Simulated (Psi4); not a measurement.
# UB3LYP/6-31G(d) (Cartesian functions) run of C2F3 (trifluorovinyl radical)

What is the vertical ionisation energy of C2F3 (trifluorovinyl radical) at UB3LYP/6-31G* (Cartesian functions)? 

The results are computed with Psi4 1.11.

### 1 The structure to begin with

The species is C2F3 (5 atoms), meant as a doublet with charge 0. SMILES: `F[C]=C(F)F`. The shape is that of a PBE0-D4/def2-TZVP optimisation.

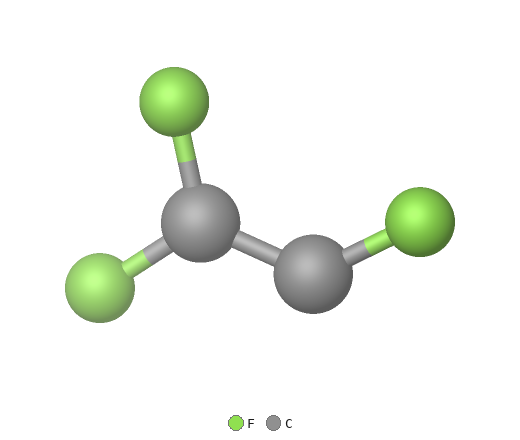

The structure, seen from a chosen angle (fluorine green, carbon grey).

### 2 Energy and forces at UB3LYP/6-31G(d) (Cartesian functions)

Input file run.py:

```python
import psi4

psi4.set_memory(2200000000)
psi4.set_num_threads(1)
psi4.set_output_file('output.dat', False)

mol = psi4.geometry("""
0 2
F      0.577720    -1.033470     1.511080
C      0.506940     0.038840     0.785720
C     -0.126500     0.247860    -0.343200
F     -0.848620    -0.650470    -0.980670
F     -0.109540     1.397240    -0.972920
symmetry c1
""")

options = {'basis': '6-31G*', 'reference': 'uks', 'puream': False, 'e_convergence': 1e-09, 'd_convergence': 1e-08, 'scf_type': 'pk', 'dft_radial_points': 99, 'dft_spherical_points': 590, 'maxiter': 100}
psi4.set_options(options)

result = psi4.gradient('b3lyp')
print('gradient / Eh bohr^-1')
print(result.np.round(6))
```

Launch:

```console
$ python run.py
```

output.dat:

```text
[...]
  Running in c1 symmetry.
[...]
  Nuclear repulsion =  163.403943792540275
[...]
  Multiplicity = 2
[...]
  Nalpha       = 20
  Nbeta        = 19
[...]
    Number of basis functions: 75
[...]
   @UKS iter   1:  -375.52482841602892   -1.48330e-01   4.82923e-03 ADIIS/DIIS
[...]
   @UKS iter  14:  -375.57912717971215   -1.19371e-12   6.08387e-09 DIIS
[...]
   @S^2 Observed:                7.598781793E-01
[...]
    Orbital Energies [Eh]
    ---------------------
    Alpha Occupied:
       1A    -24.769574     2A    -24.747941     3A    -24.746624
       4A    -10.366431     5A    -10.306691     6A     -1.300026
       7A     -1.286120     8A     -1.239723     9A     -0.800584
      10A     -0.650080    11A     -0.602447    12A     -0.588600
      13A     -0.537558    14A     -0.510510    15A     -0.498538
      16A     -0.462822    17A     -0.449714    18A     -0.433079
      19A     -0.297311    20A     -0.263726
    Alpha Virtual:
      21A      0.031675    22A      0.082201    23A      0.155572
      24A      0.348362    25A      0.377161    26A      0.488657
[...]
  @UKS Final Energy:  -375.57912717971215
   => Energetics <=
    Nuclear Repulsion Energy =            163.4039437925402751
    One-Electron Energy =                -844.2095819915303991
    Two-Electron Energy =                 339.3360638054400056
    DFT Exchange-Correlation Energy =     -34.1095527861620837
    Empirical Dispersion Energy =           0.0000000000000000
    VV10 Nonlocal Energy =                  0.0000000000000000
    Total Energy =                       -375.5791271797121453
[...]
 Multipole Moments:
 ------------------------------------------------------------------------------------
     Multipole            Electronic (a.u.)      Nuclear  (a.u.)        Total (a.u.)
 ------------------------------------------------------------------------------------
 L = 1.  Multiply by 2.5417464519 to convert [e a0] to [Debye]
 Dipole X            :         -0.2089224            0.2658599            0.0569376
 Dipole Y            :         -0.2132507            0.2003523           -0.0128983
 Dipole Z            :         -0.2111546            0.3092400            0.0980854
 Magnitude           :                                                    0.1141446
[...]
  -Total Gradient:
     Atom            X                  Y                   Z
    ------   -----------------  -----------------  -----------------
       1       -0.000698321750     0.013762586237    -0.008977915357
       2       -0.004400680809    -0.012978059346     0.000404246055
       3       -0.002196931511     0.001842888249    -0.004552153502
       4        0.008111215006     0.010637945287     0.006847849135
       5       -0.000827927243    -0.013286224353     0.006269732351
[...]
```

The script printed:

```text
gradient / Eh bohr^-1
[[-0.000698  0.013763 -0.008978]
 [-0.004401 -0.012978  0.000404]
 [-0.002197  0.001843 -0.004552]
 [ 0.008111  0.010638  0.006848]
 [-0.000828 -0.013286  0.00627 ]]
```

It took 14 s on 1 thread of Intel Xeon 6975P-C (Granite Rapids), shared host; peak memory 0.79 GiB.

### 3 The singlet cation: the energy at B3LYP/6-31G(d) (Cartesian functions)

Input file input.dat:

```
memory 2200 mb

molecule m {
  1 1
  F
  C 1 R2
  C 2 R3 1 A3
  F 3 R4 2 A4 1 D4
  F 3 R5 2 A5 1 D5

  R2 = 1.296536
  R3 = 1.311257
  A3 = 129.78232
  R4 = 1.317126
  A4 = 124.94673
  D4 = 0.00555
  R5 = 1.31069
  A5 = 123.17343
  D5 = -179.9956
  symmetry c1
}

set basis 6-31G*
set puream false
set e_convergence 1e-09
set d_convergence 1e-08
set scf_type pk
set dft_radial_points 99
set dft_spherical_points 590

result, w = energy("b3lyp", return_wfn=True)
oeprop(w, "WIBERG_LOWDIN_INDICES", "MULLIKEN_CHARGES", "LOWDIN_CHARGES")
print_variables()
```

Launch:

```console
$ psi4 input.dat output.dat -n 1
```

output.dat:

```text
[...]
  Running in c1 symmetry.
[...]
  Nuclear repulsion =  163.403984333846438
[...]
  Multiplicity = 1
[...]
  Nalpha       = 19
  Nbeta        = 19
[...]
    Number of basis functions: 75
[...]
   @RKS iter   1:  -375.11277342451797    2.63727e-01   4.39694e-03 ADIIS/DIIS
[...]
   @RKS iter  16:  -375.16036041164517    4.01883e-11   8.56894e-09 DIIS
[...]
    Orbital Energies [Eh]
    ---------------------
    Doubly Occupied:
       1A    -25.133748     2A    -25.046247     3A    -25.019092
       4A    -10.707051     5A    -10.705207     6A     -1.624289
       7A     -1.576213     8A     -1.513793     9A     -1.126503
      10A     -0.953307    11A     -0.901221    12A     -0.866893
      13A     -0.842772    14A     -0.820014    15A     -0.796126
      16A     -0.734984    17A     -0.715384    18A     -0.697804
      19A     -0.579158
[...]
  @RKS Final Energy:  -375.16036041164517
   => Energetics <=
    Nuclear Repulsion Energy =            163.4039843338464379
    One-Electron Energy =                -832.2180396224480319
    Two-Electron Energy =                 327.3601619056848904
    DFT Exchange-Correlation Energy =     -33.7064670287284756
    Empirical Dispersion Energy =           0.0000000000000000
    VV10 Nonlocal Energy =                  0.0000000000000000
    Total Energy =                       -375.1603604116451720
[...]
 Multipole Moments:
 ------------------------------------------------------------------------------------
     Multipole            Electronic (a.u.)      Nuclear  (a.u.)        Total (a.u.)
 ------------------------------------------------------------------------------------
 L = 1.  Multiply by 2.5417464519 to convert [e a0] to [Debye]
 Dipole X            :          0.0006073           -0.0000057            0.0006016
 Dipole Y            :          0.6019980            0.4538456            1.0558436
 Dipole Z            :         -0.5012188           -0.0218181           -0.5230369
 Magnitude           :                                                    1.1782927
[...]
  Mulliken Charges: (a.u.)
   Center  Symbol    Alpha    Beta     Spin     Total
       1     F     4.48511  4.48511  0.00000  0.02978
       2     C     2.74880  2.74880  0.00000  0.50241
       3     C     2.65895  2.65895  0.00000  0.68211
       4     F     4.54456  4.54456  0.00000 -0.08913
       5     F     4.56258  4.56258  0.00000 -0.12516
   Total alpha = 19.00000, Total beta = 19.00000, Total charge =  1.00000
  Lowdin Charges: (a.u.)
   Center  Symbol    Alpha    Beta     Spin     Total
       1     F     4.41139  4.41139  0.00000  0.17723
[...]
```

Wall time 8.4 s (1 thread of Intel Xeon 6975P-C (Granite Rapids), shared host); peak memory 0.8 GiB.

### 4 Outcome

At UB3LYP/6-31G* (Cartesian functions):

```
                                          quantity          value
                        doublet C2F3: total energy  -375.57913 Eh
                       doublet C2F3: dipole moment         0.29 D
  doublet C2F3: HOMO energy (highest over α and β)       -6.86 eV
   doublet C2F3: LUMO energy (lowest over α and β)       -3.36 eV
                                doublet C2F3: ⟨S²⟩          0.760
            doublet C2F3: largest force on an atom     0.846 eV/Å
                      singlet cation: total energy  -375.16036 Eh
                       singlet cation: HOMO energy      -15.76 eV
                       singlet cation: LUMO energy      -14.47 eV
                     singlet cation: HOMO–LUMO gap        1.29 eV
vertical ionisation energy (to the singlet cation)      11.395 eV
```

What this shows: Removing an electron at fixed nuclei costs 11.40 eV (1099 kJ/mol). The largest force (doublet C2F3) is 0.85 eV/Å: the shape isn't a stationary point for this species at this level. Only the singlet of the ionised species was computed; a triplet could lie lower. Mulliken charges (singlet cation) run from -0.13 on F5 to +0.68 on C3.
